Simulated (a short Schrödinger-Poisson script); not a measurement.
Structure: MOS inversion layer, SiO2 on p-type Si(100), at 300 K.

```csv
layer,material,thickness (nm),Na (cm⁻³)
1,SiO2,1.8,-
2,Si,530,6.6e17
```

The device is made up for the run: typed textbook-type constants, with dimensions and the other settings drawn at random. SiO2: permittivity 3.9, conduction-band edge (eV) 3.15, gap (eV) 9, electron mass (mₑ) 0.5. Si: permittivity 11.7, conduction-band edge (eV) 0, gap (eV) 1.124, Nv at 300 K (cm⁻³) 3.1e19.

Channel valleys (confinement mass, in-plane density-of-states mass, number): Δ2 0.916, 0.19, 2; Δ4 0.19, 0.417, 4. At the gate the conduction-band edge of layer 1 lies 3.26 eV − eVg above the Fermi level of the channel; the field vanishes at the back. Gaps are held at their typed values at every temperature. Mesh 0.03 nm at interfaces.

Solved with a short Schrödinger-Poisson script written for these runs: 1D Poisson equation in equilibrium, electrons quantum, Hartree (BenDaniel-Duke, 12 states a valley, the channel's in-plane mass for all, wave functions ending at the dielectric), parabolic valleys, classical holes, full ionisation, no traps, pinning or gate leakage.

Only gate voltages with over 1e8 electrons/cm² are shown.

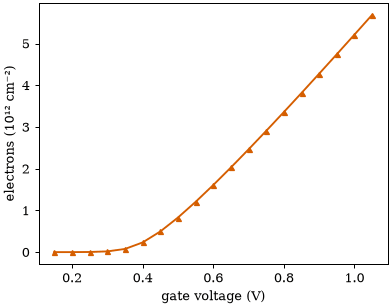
*Sheet density against gate voltage*

```csv
Vg (V),electrons (cm⁻²),C (μF/cm²),Δ2 E0 (meV),Δ2 E1 (meV),Δ4 E0 (meV),Δ4 E1 (meV)
0.15,1.43e8,0.229,275.3,344.0,338.6,450.7
0.2,7.23e8,0.226,232.9,303.0,297.5,412.0
0.25,3.66e9,0.234,190.6,261.9,256.4,373.1
0.3,1.80e10,0.290,149.1,221.7,216.0,334.9
0.35,7.64e10,0.486,111.2,185.2,179.4,300.2
0.4,2.33e11,0.797,81.7,157.2,151.4,273.9
0.45,4.95e11,1.04,61.2,138.4,132.7,256.6
0.5,8.29e11,1.19,46.8,125.8,120.2,245.2
0.55,1.21e12,1.29,36.0,116.7,111.2,237.2
0.6,1.61e12,1.35,27.2,109.8,104.4,231.4
0.65,2.03e12,1.39,19.9,104.3,99.0,226.8
0.7,2.46e12,1.42,13.6,99.7,94.6,223.1
0.75,2.91e12,1.45,7.9,95.8,90.8,220.1
0.8,3.36e12,1.47,2.8,92.4,87.5,217.5
0.85,3.82e12,1.48,-2.0,89.4,84.6,215.2
0.9,4.28e12,1.50,-6.4,86.7,82.0,213.3
0.95,4.75e12,1.51,-10.5,84.2,79.6,211.5
1,5.22e12,1.52,-14.4,81.9,77.5,209.9
1.05,5.69e12,1.53,-18.2,79.8,75.4,208.5
```

Subbands count from the Fermi level.
